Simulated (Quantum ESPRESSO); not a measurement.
# Ba2Fe2Se2OF2: spin-resolved density of states, part 2 of 2

Where do the states of the two spins of Ba2Fe2Se2OF2 lie?

Quantum ESPRESSO 7.5; PBEsol with U = 4.5 eV on Fe d (ortho-atomic projectors); plane waves with GBRV 1.5 PBEsol potentials, no spin-orbit coupling.

So far, absolute magnetization (μB): step 2 (ground-state run) 7.61.

**3. Projected density of states**

Level of this step: PBEsol with U = 4.5 eV on Fe d (ortho-atomic projectors); plane waves with GBRV 1.5 PBEsol potentials, no spin-orbit coupling, projections on orthogonalised atomic orbitals (Quantum ESPRESSO).

File projwfc.in:

```
&PROJWFC
  prefix = 'pwscf'
  outdir = './tmp'
  filpdos = 'pdos'
  ngauss = 0
  degauss = 0.01
  DeltaE = 0.05
  Emin = 0.84
  Emax = 14.84
/
```

On the command line:

```sh
> OMP_NUM_THREADS=1 mpirun -n 4 projwfc.x -nk 4 -in projwfc.in > projwfc.out
```

What it wrote:

```text
[banner, memory and clock lines left out]
Program PROJWFC v.7.5 starts

     [... lines left out ...]
     IMPORTANT: XC functional enforced from input :
     Exchange-correlation= PBESOL
                           (   1   4  10   8   0   0   0)
     Any further DFT definition will be discarded
     Please, verify this is what you really want

     G-vector sticks info

     Check: negative core charge=   -0.000013

     negative rho (up, down):  8.871E-02 8.871E-02

     Gaussian broadening (read from input): ngauss,degauss=   0    0.010000

     Calling projwave ....

  Problem Sizes
  natomwfc =           72
  nbnd     =           59
  nkstot   =           92
  npwx     =         4996
  nkb      =          151

     Atomic states used for projection
     (read from pseudopotential files):

     state #   1: atom   1 (Ba ), wfc  1 (l=0 m= 1)
     state #   2: atom   1 (Ba ), wfc  2 (l=1 m= 1)
     state #   3: atom   1 (Ba ), wfc  2 (l=1 m= 2)
     state #   4: atom   1 (Ba ), wfc  2 (l=1 m= 3)
     state #   5: atom   1 (Ba ), wfc  3 (l=2 m= 1)
     state #   6: atom   1 (Ba ), wfc  3 (l=2 m= 2)
     state #   7: atom   1 (Ba ), wfc  3 (l=2 m= 3)
     state #   8: atom   1 (Ba ), wfc  3 (l=2 m= 4)
     state #   9: atom   1 (Ba ), wfc  3 (l=2 m= 5)
     state #  10: atom   1 (Ba ), wfc  4 (l=0 m= 1)
     state #  11: atom   1 (Ba ), wfc  5 (l=1 m= 1)
     state #  12: atom   1 (Ba ), wfc  5 (l=1 m= 2)
     state #  13: atom   1 (Ba ), wfc  5 (l=1 m= 3)
     state #  14: atom   2 (Ba ), wfc  1 (l=0 m= 1)
     state #  15: atom   2 (Ba ), wfc  2 (l=1 m= 1)
     state #  16: atom   2 (Ba ), wfc  2 (l=1 m= 2)
     state #  17: atom   2 (Ba ), wfc  2 (l=1 m= 3)
     state #  18: atom   2 (Ba ), wfc  3 (l=2 m= 1)
     state #  19: atom   2 (Ba ), wfc  3 (l=2 m= 2)
     state #  20: atom   2 (Ba ), wfc  3 (l=2 m= 3)
     state #  21: atom   2 (Ba ), wfc  3 (l=2 m= 4)
     state #  22: atom   2 (Ba ), wfc  3 (l=2 m= 5)
     state #  23: atom   2 (Ba ), wfc  4 (l=0 m= 1)
     state #  24: atom   2 (Ba ), wfc  5 (l=1 m= 1)
     state #  25: atom   2 (Ba ), wfc  5 (l=1 m= 2)
     state #  26: atom   2 (Ba ), wfc  5 (l=1 m= 3)
     state #  27: atom   3 (Fe1), wfc  1 (l=0 m= 1)
     state #  28: atom   3 (Fe1), wfc  2 (l=1 m= 1)
     state #  29: atom   3 (Fe1), wfc  2 (l=1 m= 2)
     state #  30: atom   3 (Fe1), wfc  2 (l=1 m= 3)
     state #  31: atom   3 (Fe1), wfc  3 (l=2 m= 1)
     state #  32: atom   3 (Fe1), wfc  3 (l=2 m= 2)
     state #  33: atom   3 (Fe1), wfc  3 (l=2 m= 3)
     state #  34: atom   3 (Fe1), wfc  3 (l=2 m= 4)
     state #  35: atom   3 (Fe1), wfc  3 (l=2 m= 5)
     state #  36: atom   3 (Fe1), wfc  4 (l=0 m= 1)
     state #  37: atom   3 (Fe1), wfc  5 (l=1 m= 1)
     state #  38: atom   3 (Fe1), wfc  5 (l=1 m= 2)
     state #  39: atom   3 (Fe1), wfc  5 (l=1 m= 3)
     state #  40: atom   4 (Fe2), wfc  1 (l=0 m= 1)
     state #  41: atom   4 (Fe2), wfc  2 (l=1 m= 1)
     state #  42: atom   4 (Fe2), wfc  2 (l=1 m= 2)
     state #  43: atom   4 (Fe2), wfc  2 (l=1 m= 3)
     state #  44: atom   4 (Fe2), wfc  3 (l=2 m= 1)
     state #  45: atom   4 (Fe2), wfc  3 (l=2 m= 2)
     state #  46: atom   4 (Fe2), wfc  3 (l=2 m= 3)
     state #  47: atom   4 (Fe2), wfc  3 (l=2 m= 4)
     state #  48: atom   4 (Fe2), wfc  3 (l=2 m= 5)
     state #  49: atom   4 (Fe2), wfc  4 (l=0 m= 1)
     state #  50: atom   4 (Fe2), wfc  5 (l=1 m= 1)
     state #  51: atom   4 (Fe2), wfc  5 (l=1 m= 2)
     state #  52: atom   4 (Fe2), wfc  5 (l=1 m= 3)
     state #  53: atom   5 (Se ), wfc  1 (l=0 m= 1)
     state #  54: atom   5 (Se ), wfc  2 (l=1 m= 1)
     state #  55: atom   5 (Se ), wfc  2 (l=1 m= 2)
     state #  56: atom   5 (Se ), wfc  2 (l=1 m= 3)
     state #  57: atom   6 (Se ), wfc  1 (l=0 m= 1)
     state #  58: atom   6 (Se ), wfc  2 (l=1 m= 1)
     state #  59: atom   6 (Se ), wfc  2 (l=1 m= 2)
     state #  60: atom   6 (Se ), wfc  2 (l=1 m= 3)
     state #  61: atom   7 (O  ), wfc  1 (l=0 m= 1)
     state #  62: atom   7 (O  ), wfc  2 (l=1 m= 1)
     state #  63: atom   7 (O  ), wfc  2 (l=1 m= 2)
     state #  64: atom   7 (O  ), wfc  2 (l=1 m= 3)
     state #  65: atom   8 (F  ), wfc  1 (l=0 m= 1)
     state #  66: atom   8 (F  ), wfc  2 (l=1 m= 1)
     state #  67: atom   8 (F  ), wfc  2 (l=1 m= 2)
     state #  68: atom   8 (F  ), wfc  2 (l=1 m= 3)
     state #  69: atom   9 (F  ), wfc  1 (l=0 m= 1)
     state #  70: atom   9 (F  ), wfc  2 (l=1 m= 1)
     state #  71: atom   9 (F  ), wfc  2 (l=1 m= 2)
     state #  72: atom   9 (F  ), wfc  2 (l=1 m= 3)

 [... projections of the bands left out ...]

Lowdin Charges:

     Atom #   1: total charge =   9.7858, s =  2.0767, p =  6.5775, d =  1.1316,
                 spin up      =   4.8929, s =  1.0384,
                 spin up      =   4.8929, p =  3.2887, pz=  1.0967, px=  1.0948, py=  1.0972,
                 spin up      =   4.8929, d =  0.5658, dz2=  0.0843, dxz=  0.1279, dyz=  0.1273, dx2-y2=  0.1031, dxy=  0.1233,
                 spin down    =   4.8929, s =  1.0384,
                 spin down    =   4.8929, p =  3.2887, pz=  1.0967, px=  1.0972, py=  1.0948,
                 spin down    =   4.8929, d =  0.5658, dz2=  0.0843, dxz=  0.1273, dyz=  0.1279, dx2-y2=  0.1031, dxy=  0.1233,
                 polarization =   0.0000, s =  0.0000, p =  0.0000, d =  0.0000,
     Atom #   2: total charge =   9.7858, s =  2.0767, p =  6.5775, d =  1.1316,
                 spin up      =   4.8929, s =  1.0384,
                 spin up      =   4.8929, p =  3.2887, pz=  1.0967, px=  1.0948, py=  1.0972,
                 spin up      =   4.8929, d =  0.5658, dz2=  0.0843, dxz=  0.1279, dyz=  0.1273, dx2-y2=  0.1031, dxy=  0.1233,
                 spin down    =   4.8929, s =  1.0384,
                 spin down    =   4.8929, p =  3.2887, pz=  1.0967, px=  1.0972, py=  1.0948,
                 spin down    =   4.8929, d =  0.5658, dz2=  0.0843, dxz=  0.1273, dyz=  0.1279, dx2-y2=  0.1031, dxy=  0.1233,
                 polarization =   0.0000, s =  0.0000, p =  0.0000, d =  0.0000,
     Atom #   3: total charge =  15.6291, s =  2.3896, p =  7.0824, d =  6.1571,
                 spin up      =   9.6995, s =  1.2152,
                 spin up      =   9.6995, p =  3.5640, pz=  1.1795, px=  1.2028, py=  1.1817,
                 spin up      =   9.6995, d =  4.9202, dz2=  0.9778, dxz=  0.9866, dyz=  0.9915, dx2-y2=  0.9825, dxy=  0.9819,
                 spin down    =   5.9296, s =  1.1744,
                 spin down    =   5.9296, p =  3.5184, pz=  1.1710, px=  1.1863, py=  1.1611,
                 spin down    =   5.9296, d =  1.2368, dz2=  0.7675, dxz=  0.0952, dyz=  0.0353, dx2-y2=  0.3021, dxy=  0.0367,
                 polarization =   3.7698, s =  0.0408, p =  0.0456, d =  3.6834,
     Atom #   4: total charge =  15.6291, s =  2.3896, p =  7.0824, d =  6.1571,
                 spin up      =   5.9296, s =  1.1744,
                 spin up      =   5.9296, p =  3.5184, pz=  1.1710, px=  1.1611, py=  1.1863,
                 spin up      =   5.9296, d =  1.2368, dz2=  0.7673, dxz=  0.0353, dyz=  0.0953, dx2-y2=  0.3023, dxy=  0.0367,
                 spin down    =   9.6994, s =  1.2152,
                 spin down    =   9.6994, p =  3.5640, pz=  1.1795, px=  1.1817, py=  1.2028,
                 spin down    =   9.6994, d =  4.9202, dz2=  0.9778, dxz=  0.9915, dyz=  0.9866, dx2-y2=  0.9825, dxy=  0.9819,
                 polarization =  -3.7698, s = -0.0408, p = -0.0456, d = -3.6834,
     Atom #   5: total charge =   5.8881, s =  1.5417, p =  4.3464, d =  0.0000,
                 spin up      =   2.9440, s =  0.7709,
                 spin up      =   2.9440, p =  2.1732, pz=  0.7296, px=  0.7255, py=  0.7181,
                 spin up      =   2.9440, d =  0.0000, dz2=  0.0000, dxz=  0.0000, dyz=  0.0000, dx2-y2=  0.0000, dxy=  0.0000,
                 spin down    =   2.9441, s =  0.7709,
                 spin down    =   2.9441, p =  2.1732, pz=  0.7296, px=  0.7181, py=  0.7255,
                 spin down    =   2.9441, d =  0.0000, dz2=  0.0000, dxz=  0.0000, dyz=  0.0000, dx2-y2=  0.0000, dxy=  0.0000,
                 polarization =  -0.0000, s = -0.0000, p = -0.0000, d =  0.0000,
     Atom #   6: total charge =   5.8881, s =  1.5417, p =  4.3464, d =  0.0000,
                 spin up      =   2.9440, s =  0.7709,
                 spin up      =   2.9440, p =  2.1732, pz=  0.7296, px=  0.7255, py=  0.7181,
                 spin up      =   2.9440, d =  0.0000, dz2=  0.0000, dxz=  0.0000, dyz=  0.0000, dx2-y2=  0.0000, dxy=  0.0000,
                 spin down    =   2.9441, s =  0.7709,
                 spin down    =   2.9441, p =  2.1732, pz=  0.7296, px=  0.7181, py=  0.7255,
                 spin down    =   2.9441, d =  0.0000, dz2=  0.0000, dxz=  0.0000, dyz=  0.0000, dx2-y2=  0.0000, dxy=  0.0000,
                 polarization =  -0.0000, s = -0.0000, p = -0.0000, d =  0.0000,
     Atom #   7: total charge =   6.4992, s =  1.6574, p =  4.8418, d =  0.0000,
                 spin up      =   3.2496, s =  0.8287,
                 spin up      =   3.2496, p =  2.4209, pz=  0.8666, px=  0.7829, py=  0.7715,
                 spin up      =   3.2496, d =  0.0000, dz2=  0.0000, dxz=  0.0000, dyz=  0.0000, dx2-y2=  0.0000, dxy=  0.0000,
                 spin down    =   3.2496, s =  0.8287,
                 spin down    =   3.2496, p =  2.4209, pz=  0.8666, px=  0.7715, py=  0.7829,
                 spin down    =   3.2496, d =  0.0000, dz2=  0.0000, dxz=  0.0000, dyz=  0.0000, dx2-y2=  0.0000, dxy=  0.0000,
                 polarization =  -0.0000, s = -0.0000, p = -0.0000, d =  0.0000,
     Atom #   8: total charge =   7.3219, s =  1.7828, p =  5.5391, d =  0.0000,
                 spin up      =   3.6610, s =  0.8914,
                 spin up      =   3.6610, p =  2.7695, pz=  0.9187, px=  0.9255, py=  0.9254,
                 spin up      =   3.6610, d =  0.0000, dz2=  0.0000, dxz=  0.0000, dyz=  0.0000, dx2-y2=  0.0000, dxy=  0.0000,
                 spin down    =   3.6610, s =  0.8914,
                 spin down    =   3.6610, p =  2.7695, pz=  0.9187, px=  0.9254, py=  0.9255,
                 spin down    =   3.6610, d =  0.0000, dz2=  0.0000, dxz=  0.0000, dyz=  0.0000, dx2-y2=  0.0000, dxy=  0.0000,
                 polarization =  -0.0000, s =  0.0000, p = -0.0000, d =  0.0000,
     Atom #   9: total charge =   7.3219, s =  1.7828, p =  5.5391, d =  0.0000,
                 spin up      =   3.6610, s =  0.8914,
                 spin up      =   3.6610, p =  2.7695, pz=  0.9187, px=  0.9255, py=  0.9254,
                 spin up      =   3.6610, d =  0.0000, dz2=  0.0000, dxz=  0.0000, dyz=  0.0000, dx2-y2=  0.0000, dxy=  0.0000,
                 spin down    =   3.6610, s =  0.8914,
                 spin down    =   3.6610, p =  2.7695, pz=  0.9187, px=  0.9254, py=  0.9255,
                 spin down    =   3.6610, d =  0.0000, dz2=  0.0000, dxz=  0.0000, dyz=  0.0000, dx2-y2=  0.0000, dxy=  0.0000,
                 polarization =  -0.0000, s =  0.0000, p = -0.0000, d =  0.0000,
     Spilling Parameter:   0.0030
```

Wall time 6.8 s (4 MPI ranks of Intel Xeon Platinum 8488C (Sapphire Rapids), shared host); peak memory 0.94 GiB.

The density of states has structure finer than the step of the table below, so its rows give means over 1 eV, whole bins alone (the curve runs from -9.00 to 5.05 eV). Peaks (eV: height): up -5.7: 8.8, -1.8: 4.14, 2.2: 5.59, 4.8: 5.16; down -5.7: 8.8, -1.8: 4.14, 2.2: 5.59, 4.8: 5.16; Ba1 p up -3.8: 0.0462, 2.4: 0.0469, 2.8: 0.0493, 4.9: 0.0897; Ba1 p down -3.8: 0.0462, 2.4: 0.0469, 2.8: 0.0493, 4.9: 0.0897; Fe3 d up -7.7: 1.02, -6.9: 2.92, -5.1: 1.58, -3.9: 0.527.

Gaussian broadening of 0.136 eV on the SCF mesh. The density of states by energy, zero at the Fermi level; means over each step; 7 of 10 lines; values in states/eV/cell:

```
energy (eV)     up   down  Ba1 p up  Ba1 p down  Fe3 d up  Fe3 d down  Fe4 d up
         -8  0.695  0.696   0.00141     0.00141     0.393     0.00542   0.00542
         -7   2.09   2.09   0.00302     0.00302      1.61      0.0115    0.0115
         -6   5.25   5.25    0.0214      0.0214      1.43      0.0343    0.0343
         -5   4.98   4.98    0.0215      0.0215     0.881      0.0338    0.0338
         -4   2.29   2.29    0.0270      0.0270     0.253       0.170     0.170
         -3   2.42   2.42    0.0164      0.0164     0.115       0.289     0.289
         -2   3.02   3.02    0.0206      0.0206     0.171       0.675     0.675
         -1  0.261  0.261   0.00220     0.00220    0.0345     0.00523   0.00523
          0      0      0         0           0         0           0         0
          1  0.218  0.218    2.6e-4      2.6e-4   0.00123       0.157     0.156
          2   3.98   3.98    0.0240      0.0240    0.0128        2.65      2.65
          3   1.97   1.97    0.0303      0.0303   0.00604       0.381     0.381
          4   3.45   3.45    0.0449      0.0449   0.00905       0.150     0.150
```

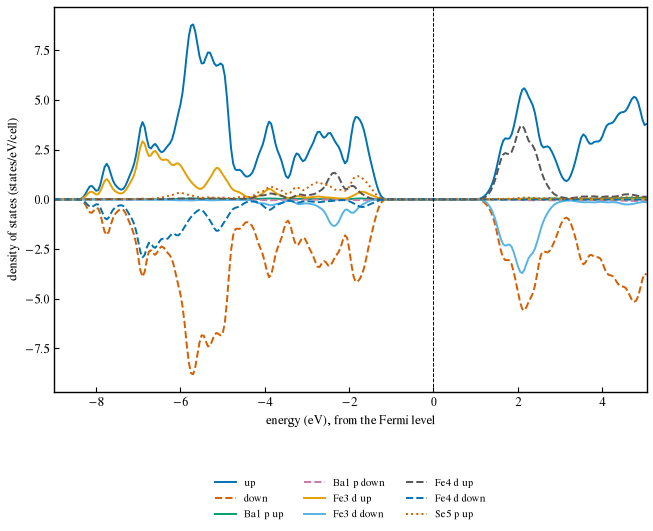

Density of states, plotted against energy. Down spins are drawn negative.

**4. Results**

* state: antiferromagnetic
* largest moment in a sphere: 3.38 μB

What this shows: Distinct peaks of the density of states (up) stand at -5.70, -3.90, -1.85, 2.15 and 4.75 eV; the one at -5.70 eV is strongest. These are Kohn–Sham states without spin–orbit coupling, on the mesh of the self-consistent run. The moments are opposed on like sites, so the totals of the two spins are equal and the projections on single atoms show the splitting.

[Logs and program files are shortened in this print: banners, set-up blocks, solver, clock and traceback lines can be left out without a mark of their own.]

[Logs are printed without paths, hosts, clocks, repeated set-up lines and the standing remarks that a program may print on its own settings, such as how far it seeks lower states.]

[Hosts, paths, dates, database ids (printed as entryN), source tags and the programs' standing remarks are cut or masked in the printed files.]

[Where a cell is said to come from a database of computed structures, the database is the Materials Project.]
